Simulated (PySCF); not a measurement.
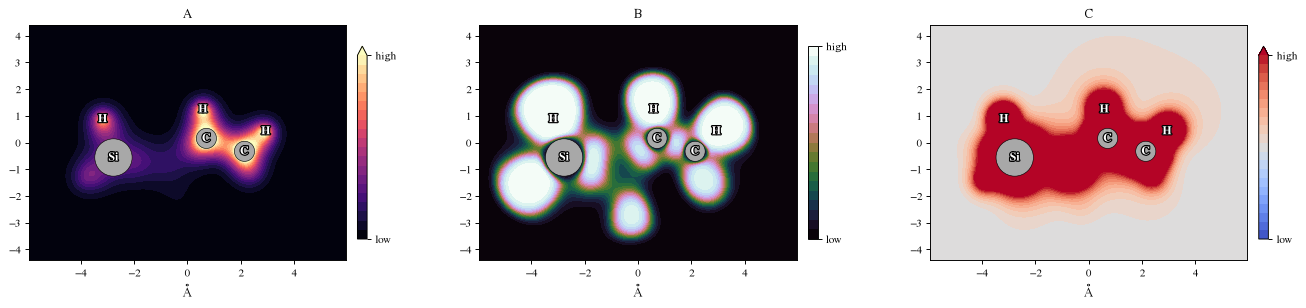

C₃H₁₀GeSi (SMILES [SiH3][GeH2][CH]1CC1): 3 fields on the plane of atoms C5, C3 and H11, with unlabelled colour scales. Grey discs cover the atomic cores.

Geometry: PBE0-D3(BJ)/def2-SVP.

These are results of PySCF, CAM-B3LYP/def2-SVPD, SCF density, gas phase, not measurements.

```tsv
atom	x (Å)	y (Å)	z (Å)
Si	2.7299	-0.3574	-0.1182
Ge	0.6622	0.1247	-1.2025
C	-0.6728	0.6495	0.1095
C	-1.3667	-0.3995	0.9389
C	-2.1328	0.3488	-0.1051
H	3.7581	-0.8418	-1.0904
H	2.5233	-1.4131	0.9216
H	3.2557	0.8714	0.5547
H	0.8544	1.2371	-2.2562
H	0.1395	-1.1389	-1.9228
H	-0.4508	1.5909	0.6237
H	-1.1339	-1.4526	0.7505
H	-1.5628	-0.1735	1.9906
H	-2.4281	-0.1868	-1.0126
H	-2.8594	1.0978	0.2226
```

### Match the panels to the quantities (electron density, electron localisation function and electrostatic potential).

Panel A: electron density. Panel B: electron localisation function. Panel C: electrostatic potential (strongly positive close to the atoms and fading to about zero outside). From the grid: C–C (1.51 Å): ρ at the midpoint is about 1.6 e/Å³; the ELF peaks at about 0.90 between the atoms: a covalent bond. C–H (1.10 Å): ρ is about 1.9 e/Å³ halfway; the ELF climbs to about 1 towards the hydrogen, as it does in any bond to H (a covalent bond by its length).
